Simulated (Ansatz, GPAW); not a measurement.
# Work function of a 7-layer slab of Mo(110) at several levels, part 2 of 3

How far do functional and basis move the work function of a 7-layer slab of Mo(110)?

GPAW 26.7.0 and Ansatz 0.2.0; Ansatz plane waves; slab in vacuum with a dipole correction, relaxation (the session's first sound run).

So far, upper work function (eV): step 2 (relaxation) 4.54.

**3. The slab's potential**

The work function is the vacuum plateau of the electrostatic potential less the Fermi level; a dipole layer lets the two faces have plateaus of their own.

This step: GPAW, PAW setups; slab in vacuum (GPAW 26.7.0).

File run.py:

```python
import json
import numpy as np
from ase import Atoms
from gpaw import GPAW, PW

slab = Atoms(
    ['Mo', 'Mo', 'Mo', 'Mo', 'Mo', 'Mo', 'Mo'],
    positions=[
        [0.00000, 0.00000, 7.00000],
        [2.22739, 0.00000, 9.22739],
        [0.00000, 0.00000, 11.45477],
        [2.22739, 0.00000, 13.69731],
        [0.00000, 0.00000, 15.94254],
        [2.22739, 0.00000, 18.19382],
        [0.00000, 0.00000, 20.33271]],
    cell=[[2.22739, -1.575, 0.0], [2.22739, 1.575, 0.0], [0.0, 0.0, 27.36432]],
    pbc=[True, True, False])

slab.calc = GPAW(mode=PW(400), xc='PBE', kpts={'size': (12, 12, 1), 'gamma': True},
                 occupations={'name': 'fermi-dirac', 'width': 0.1}, nbands='160%',
                 convergence={'density': 1e-05}, maxiter=200,
                 poissonsolver={'dipolelayer': 'xy'},
                 symmetry={'tolerance': 1e-3}, txt='slab.txt')
result = {}
energy = slab.get_potential_energy()
fermi = slab.calc.get_fermi_level()
v = slab.calc.get_electrostatic_potential().mean((0, 1)) - fermi
n = slab.calc.get_pseudo_density().mean((0, 1))
L = slab.cell[2, 2]
z = np.arange(len(v)) * L / len(v)
low, high = slab.positions[:, 2].min(), slab.positions[:, 2].max()
below, above = np.interp([low - 4.8, high + 4.8], z, v)
slopes = [np.interp(x, z, np.gradient(v, z)) for x in (low - 4.8, high + 4.8)]
eps = np.array([[slab.calc.get_eigenvalues(k, s) for k in range(len(slab.calc.get_ibz_k_points()))]
                for s in range(slab.calc.get_number_of_spins())]) - fermi
top, bottom = eps[eps < 0].max(), eps[eps > 0].min()
dipole = slab.get_dipole_moment()[2]
print(f'energy {energy:.4f} eV, Fermi level {fermi:.4f} eV, dipole {dipole:.5f} e A')
print(f'potential 4.8 A off the faces, from the Fermi level: lower {below:.4f} eV, upper {above:.4f} eV')
print(f'slope of the potential there: lower {slopes[0]:.5f}, upper {slopes[1]:.5f} eV/A')
print(f'nearest levels on the mesh: {top:.4f} and {bottom:.4f} eV')
print('magnetic moment', round(slab.get_magnetic_moment(), 3))
result.update(energy=energy, fermi=fermi, dipole=dipole, below=below, above=above, slopes=slopes, edges=[top, bottom],
              z=z.tolist(), v=v.tolist(), n=n.tolist(), positions=slab.positions.tolist(),
              forces=slab.get_forces(apply_constraint=False).tolist(), moments=slab.get_magnetic_moments().tolist())
json.dump(result, open('result.json', 'w'))
```

Launch:

```bash
OMP_NUM_THREADS=1 OPENBLAS_NUM_THREADS=1 python run.py
```

Log:

```text
energy -76.2114 eV, Fermi level 5.8064 eV, dipole 0.00400 e A
potential 4.8 A off the faces, from the Fermi level: lower 4.6390 eV, upper 4.5361 eV
slope of the potential there: lower -0.00171, upper 0.00161 eV/A
nearest levels on the mesh: -0.0155 and 0.0090 eV
magnetic moment 0.0
```

Run time: 23 min. Hardware: 1 thread of Arm Neoverse N1, shared host; peak memory 0.4 GiB.

This step gave:

| Property | Result |
| --- | --- |
| dipole along the normal | 0.003998 e·Å |
| levels nearest the Fermi level on the mesh | -0.01550, 0.009036 eV from the Fermi level |
| upper work function | 4.536 eV |
| lower work function | 4.639 eV |

The electrostatic potential energy of an electron (without an applied field's), less the Fermi level, planar mean oscillates, so the rows of the table below give means over windows of 2.24 Å about each position, cut where the curve ends. Its maxima inside the range that stand out by 2 % of the span (Å: eV): 8.1: -2.08, 10.4: -2.24, 12.6: -2.06, 14.9: -2.02, 17.1: -2.05, 19.2: -2.98. Its minima: 7.1: -27.9, 9.2: -28.5, 11.4: -28.5, 13.7: -28.5, 15.9: -28.5, 18.2: -28.6, 20.3: -28.1.

Electrostatic potential energy of an electron (without an applied field's), less the Fermi level, planar mean against z; means over each step:

```
z (Å)  electrostatic potential energy of an electron (without an applied field's), less the Fermi level, planar mean (eV)
 1.12                                                                                                                4.64
 3.36                                                                                                                4.61
 5.60                                                                                                               -1.10
 7.84                                                                                                               -13.4
10.08                                                                                                               -13.6
12.32                                                                                                               -13.4
14.56                                                                                                               -13.3
16.80                                                                                                               -13.3
19.04                                                                                                               -14.6
21.28                                                                                                               -7.33
23.52                                                                                                                4.45
25.76                                                                                                                4.54
```

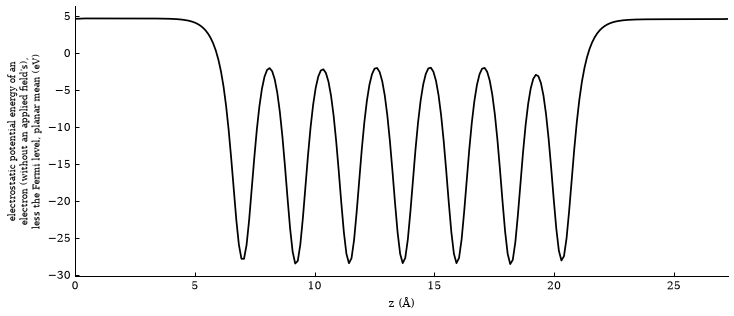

Electrostatic potential energy of an electron (without an applied field's), less the Fermi level, planar mean against z.

The pseudo valence density, planar mean oscillates, so the rows of the table below give means over windows of 2.14 Å about each position, cut where the curve ends. Its maxima inside the range that stand out by 2 % of the span (Å: e/Å³): 7.1: 1.97, 9.2: 1.98, 11.5: 1.91, 13.7: 1.99, 16.0: 1.91, 18.2: 1.98, 20.3: 2.00. Its minima: 8.1: 0.320, 10.3: 0.323, 12.6: 0.313, 14.8: 0.315, 17.1: 0.309, 19.2: 0.357.

The pseudo valence density, planar mean by z; means over each step:

```
z (Å)  pseudo valence density, planar mean (e/Å³)
 1.07                                      3.7e-6
 3.21                                      6.4e-4
 5.35                                       0.105
 7.49                                       0.909
 9.63                                       0.912
11.77                                       0.913
13.91                                       0.915
16.05                                       0.916
18.19                                       0.924
20.33                                       0.903
22.47                                      0.0302
24.61                                      2.0e-4
```

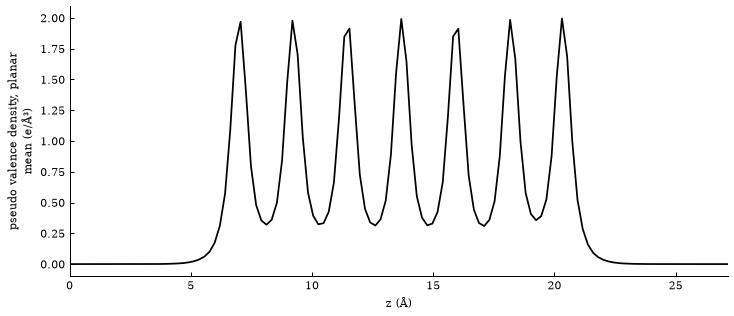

Pseudo valence density, planar mean, plotted against z.

Force by atom:

```
atom  x (eV/Å)  y (eV/Å)  z (eV/Å)   size
 Mo1     0.000     0.000     0.548  0.548
 Mo2     0.000     0.000    -0.649  0.649
 Mo3     0.000     0.000     0.109  0.109
 Mo4     0.000     0.000     0.003  0.003
 Mo5     0.000     0.000    -0.010  0.010
 Mo6     0.000     0.000    -0.017  0.017
 Mo7     0.000     0.000     0.008  0.008
```

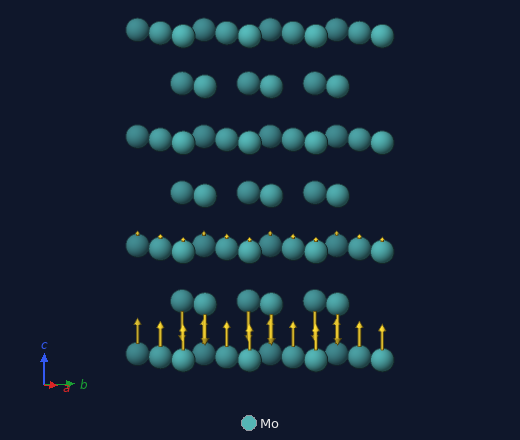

Force as arrows, the longest 0.649 eV/Å. 2×3×1 cells are drawn. Some periodic images of atoms are drawn too.

The potential is flat to 0.002 eV/Å where it is read, so the vacuum is wide enough. The geometry is the other program's minimum; here the largest force on a free atom is 0.017 eV/Å.

**4. Self-consistent run: xc = "RPBE"**

The same geometry under RPBE, to see how far the functional moves the levels against the vacuum.

Changes to run.py since step 3:

```diff
@@ -18,3 +18,3 @@
 
-slab.calc = GPAW(mode=PW(400), xc='PBE', kpts={'size': (12, 12, 1), 'gamma': True},
+slab.calc = GPAW(mode=PW(400), xc='RPBE', kpts={'size': (12, 12, 1), 'gamma': True},
                  occupations={'name': 'fermi-dirac', 'width': 0.1}, nbands='160%',
```

Log:

```text
energy -72.3618 eV, Fermi level 5.9094 eV, dipole 0.00397 e A
potential 4.8 A off the faces, from the Fermi level: lower 4.4893 eV, upper 4.3870 eV
slope of the potential there: lower -0.00195, upper 0.00184 eV/A
nearest levels on the mesh: -0.0162 and 0.0064 eV
magnetic moment 0.0
```

Run time: 22 min. Hardware: 1 thread; peak memory 0.4 GiB.

This step gave:

- dipole along the normal: 0.003973 e·Å
- levels nearest the Fermi level on the mesh: -0.01619, 0.006374 eV from the Fermi level
- upper work function: 4.387 eV
- lower work function: 4.489 eV

The electrostatic potential energy of an electron (without an applied field's), less the Fermi level, planar mean oscillates, so the rows of the table below give means over windows of 2.24 Å about each position, cut where the curve ends. Its maxima inside the range that stand out by 2 % of the span (Å: eV): 8.1: -2.16, 10.4: -2.32, 12.6: -2.14, 14.9: -2.10, 17.1: -2.13, 19.2: -3.06. Its minima: 7.1: -27.9, 9.2: -28.6, 11.4: -28.5, 13.7: -28.5, 15.9: -28.5, 18.2: -28.6, 20.3: -28.2.

The electrostatic potential energy of an electron (without an applied field's), less the Fermi level, planar mean by z; means over each step:

```
z (Å)  electrostatic potential energy of an electron (without an applied field's), less the Fermi level, planar mean (eV)
 1.12                                                                                                                4.49
 3.36                                                                                                                4.46
 5.60                                                                                                               -1.22
 7.84                                                                                                               -13.5
10.08                                                                                                               -13.7
12.32                                                                                                               -13.5
14.56                                                                                                               -13.4
16.80                                                                                                               -13.4
19.04                                                                                                               -14.7
21.28                                                                                                               -7.42
23.52                                                                                                                4.30
25.76                                                                                                                4.39
```

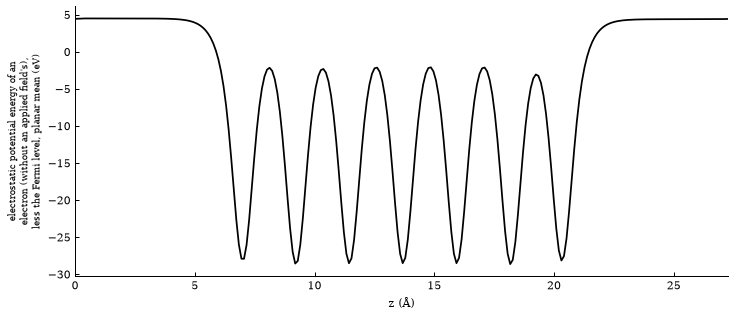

Electrostatic potential energy of an electron (without an applied field's), less the Fermi level, planar mean against z.

The pseudo valence density, planar mean oscillates, so the rows of the table below give means over windows of 2.14 Å about each position, cut where the curve ends. Its maxima inside the range that stand out by 2 % of the span (Å: e/Å³): 7.1: 1.97, 9.2: 1.98, 11.5: 1.91, 13.7: 1.99, 16.0: 1.91, 18.2: 1.99, 20.3: 2.00. Its minima: 8.1: 0.320, 10.3: 0.323, 12.6: 0.313, 14.8: 0.315, 17.1: 0.309, 19.2: 0.356.

Table of pseudo valence density, planar mean by z; means over each step:

```
z (Å)  pseudo valence density, planar mean (e/Å³)
 1.07                                      4.3e-6
 3.21                                      6.5e-4
 5.35                                       0.105
 7.49                                       0.909
 9.63                                       0.912
11.77                                       0.913
13.91                                       0.915
16.05                                       0.916
18.19                                       0.924
20.33                                       0.903
22.47                                      0.0300
24.61                                      2.1e-4
26.75                                           0
```

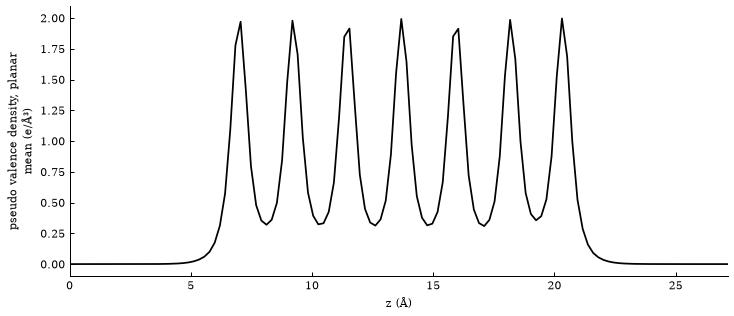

Pseudo valence density, planar mean against z.

Force by atom:

```
atom  x (eV/Å)  y (eV/Å)  z (eV/Å)   size
 Mo1     0.000     0.000     0.384  0.384
 Mo2     0.000     0.000    -0.652  0.652
 Mo3     0.000     0.000     0.113  0.113
 Mo4     0.000     0.000     0.004  0.004
 Mo5     0.000     0.000    -0.009  0.009
 Mo6     0.000     0.000    -0.035  0.035
 Mo7     0.000     0.000     0.198  0.198
```

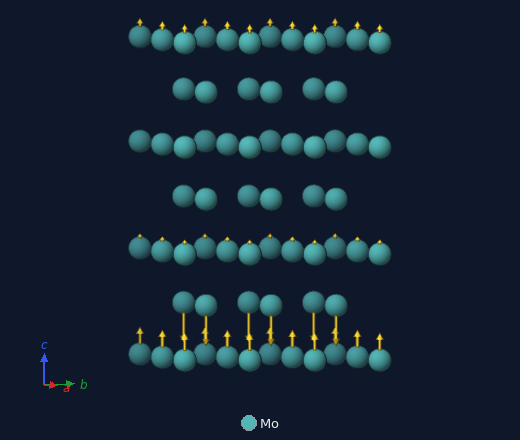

Force as arrows, the longest 0.652 eV/Å. 2×3×1 cells are drawn. Some periodic images of atoms are drawn too.

The upper face's work function is 4.387 eV, against 4.536 eV in the first plane-wave PBE run at this geometry.

**5. OptPBE vdW: xc = "optPBE-vdW"**

The same geometry under optPBE-vdW, to see how far the functional moves the levels against the vacuum (the van der Waals functionals take revPBE setups).

Changes to run.py since step 4:

```diff
@@ -18,3 +18,3 @@
 
-slab.calc = GPAW(mode=PW(400), xc='RPBE', kpts={'size': (12, 12, 1), 'gamma': True},
+slab.calc = GPAW(mode=PW(400), xc='optPBE-vdW', kpts={'size': (12, 12, 1), 'gamma': True},
                  occupations={'name': 'fermi-dirac', 'width': 0.1}, nbands='160%',
```

Log:

```text
energy -170.1443 eV, Fermi level 5.7269 eV, dipole 0.00381 e A
potential 4.8 A off the faces, from the Fermi level: lower 4.8156 eV, upper 4.7176 eV
slope of the potential there: lower -0.00282, upper 0.00269 eV/A
nearest levels on the mesh: -0.0069 and 0.0272 eV
magnetic moment 0.0
```

It took 25 min on 1 thread; peak memory 0.53 GiB.

Numbers from this step:

```yaml
dipole_along_the_normal: 0.003808 e·Å
levels_nearest_the_fermi_level_on_the_mesh: -0.006851, 0.02724 eV from the Fermi level
upper_work_function: 4.718 eV
lower_work_function: 4.816 eV
```

The upper face's work function is 4.718 eV, against 4.536 eV in the first plane-wave PBE run at this geometry.

**6. Self-consistent run: xc = "LDA"**

The same geometry under LDA, to see how far the functional moves the levels against the vacuum.

Changes to run.py since step 5:

```diff
@@ -18,3 +18,3 @@
 
-slab.calc = GPAW(mode=PW(400), xc='optPBE-vdW', kpts={'size': (12, 12, 1), 'gamma': True},
+slab.calc = GPAW(mode=PW(400), xc='LDA', kpts={'size': (12, 12, 1), 'gamma': True},
                  occupations={'name': 'fermi-dirac', 'width': 0.1}, nbands='160%',
```

Log:

```text
energy -84.4739 eV, Fermi level 5.5260 eV, dipole 0.00386 e A
potential 4.8 A off the faces, from the Fermi level: lower 4.9350 eV, upper 4.8355 eV
slope of the potential there: lower -0.00147, upper 0.00138 eV/A
nearest levels on the mesh: -0.0047 and 0.0071 eV
magnetic moment 0.0
```

It took 22 min on 1 thread; peak memory 0.4 GiB.

This step gave:

```yaml
dipole_along_the_normal: 0.003865 e·Å
levels_nearest_the_fermi_level_on_the_mesh: -0.004657, 0.007120 eV from the Fermi level
upper_work_function: 4.835 eV
lower_work_function: 4.935 eV
```

The electrostatic potential energy of an electron (without an applied field's), less the Fermi level, planar mean oscillates, so the rows of the table below give means over windows of 2.24 Å about each position, cut where the curve ends. Its maxima inside the range that stand out by 2 % of the span (Å: eV): 8.1: -1.78, 10.4: -1.94, 12.6: -1.77, 14.9: -1.73, 17.1: -1.75, 19.2: -2.68. Its minima: 7.1: -27.6, 9.2: -28.3, 11.4: -28.2, 13.7: -28.2, 15.9: -28.2, 18.2: -28.4, 20.3: -27.9.

Table of electrostatic potential energy of an electron (without an applied field's), less the Fermi level, planar mean by z; means over each step:

```
z (Å)  electrostatic potential energy of an electron (without an applied field's), less the Fermi level, planar mean (eV)
 1.12                                                                                                                4.93
 3.36                                                                                                                4.91
 5.60                                                                                                              -0.818
 7.84                                                                                                               -13.2
10.08                                                                                                               -13.4
12.32                                                                                                               -13.1
14.56                                                                                                               -13.1
16.80                                                                                                               -13.1
19.04                                                                                                               -14.3
21.28                                                                                                               -7.06
23.52                                                                                                                4.75
25.76                                                                                                                4.84
```

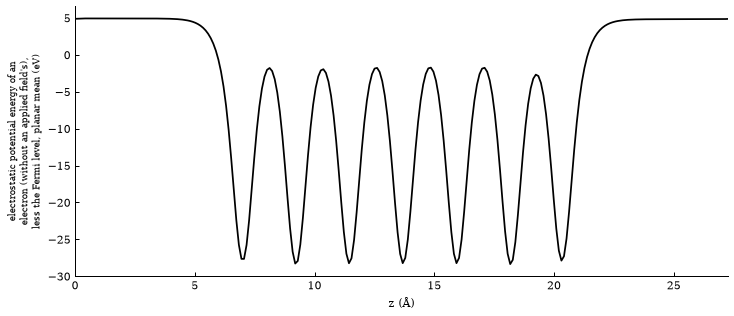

Electrostatic potential energy of an electron (without an applied field's), less the Fermi level, planar mean, plotted against z.

The upper face's work function is 4.835 eV, against 4.536 eV in the first plane-wave PBE run at this geometry.

**7. Self-consistent run: xc = "vdW-DF2"**

The same geometry under vdW-DF2, to see how far the functional moves the levels against the vacuum (the van der Waals functionals take revPBE setups).

Changes to run.py since step 6:

```diff
@@ -18,3 +18,3 @@
 
-slab.calc = GPAW(mode=PW(400), xc='LDA', kpts={'size': (12, 12, 1), 'gamma': True},
+slab.calc = GPAW(mode=PW(400), xc='vdW-DF2', kpts={'size': (12, 12, 1), 'gamma': True},
                  occupations={'name': 'fermi-dirac', 'width': 0.1}, nbands='160%',
```

Log:

```text
energy -647.6881 eV, Fermi level 5.8151 eV, dipole 0.00361 e A
potential 4.8 A off the faces, from the Fermi level: lower 4.9156 eV, upper 4.8225 eV
slope of the potential there: lower -0.00270, upper 0.00275 eV/A
nearest levels on the mesh: -0.0146 and 0.0435 eV
magnetic moment 0.0
```

Wall time 24 min (1 thread); peak memory 0.53 GiB.

Numbers from this step:

* dipole along the normal: 0.003613 e·Å
* levels nearest the Fermi level on the mesh: -0.01464, 0.04345 eV from the Fermi level
* upper work function: 4.822 eV
* lower work function: 4.916 eV

The upper face's work function is 4.822 eV, against 4.536 eV in the first plane-wave PBE run at this geometry.

**8. Self-consistent run: xc = "revPBE"**

The same geometry under revPBE, to see how far the functional moves the levels against the vacuum.

Changes to run.py since step 7:

```diff
@@ -18,3 +18,3 @@
 
-slab.calc = GPAW(mode=PW(400), xc='vdW-DF2', kpts={'size': (12, 12, 1), 'gamma': True},
+slab.calc = GPAW(mode=PW(400), xc='revPBE', kpts={'size': (12, 12, 1), 'gamma': True},
                  occupations={'name': 'fermi-dirac', 'width': 0.1}, nbands='160%',
```

Log:

```text
energy -73.1744 eV, Fermi level 5.8879 eV, dipole 0.00400 e A
potential 4.8 A off the faces, from the Fermi level: lower 4.5105 eV, upper 4.4074 eV
slope of the potential there: lower -0.00186, upper 0.00176 eV/A
nearest levels on the mesh: -0.0160 and 0.0071 eV
magnetic moment 0.0
```

It took 23 min on 1 thread; peak memory 0.4 GiB.

Numbers from this step:

- dipole along the normal: 0.004002 e·Å
- levels nearest the Fermi level on the mesh: -0.01599, 0.007072 eV from the Fermi level
- upper work function: 4.407 eV
- lower work function: 4.510 eV

The upper face's work function is 4.407 eV, against 4.536 eV in the first plane-wave PBE run at this geometry.

**9. The ladder**

Times are for 1 thread of Arm Neoverse N1, shared host. The runs compared:

```
no.         run  upper work function (eV)  lower work function (eV)    time  memory (GiB)
  1          pw                     4.536                     4.639  23 min           0.4
  2        RPBE                     4.387                     4.489  22 min           0.4
  3  optPBE vdW                     4.718                     4.816  25 min          0.53
  4         LDA                     4.835                     4.935  22 min           0.4
  5     vdW DF2                     4.822                     4.916  24 min          0.53
  6      revPBE                     4.407                     4.510  23 min           0.4
```

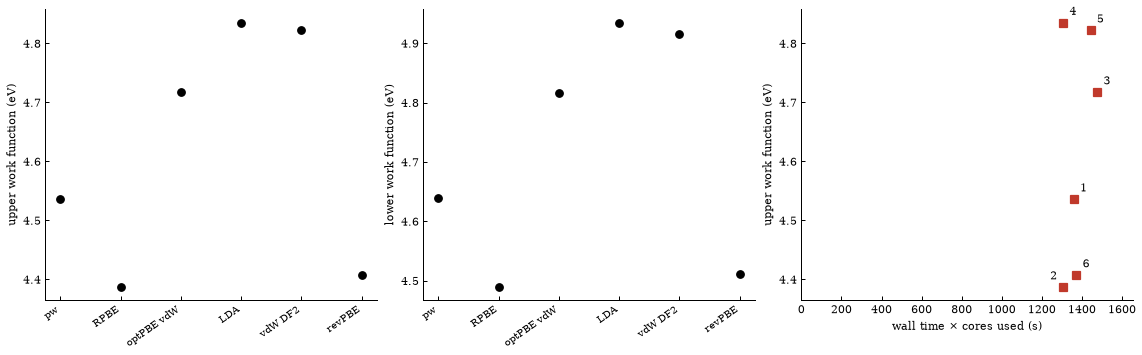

The series as plots; the last panel sets the first result against cost, with the runs numbered as in the table.

(Continued in part 3 of 3.)

[Logs are printed without paths, hosts, clocks, repeated set-up lines and the standing remarks that a program may print on its own settings, such as how far it seeks lower states.]

[Hosts, paths, dates, database ids (printed as entryN), source tags and the programs' standing remarks are cut or masked in the printed files.]
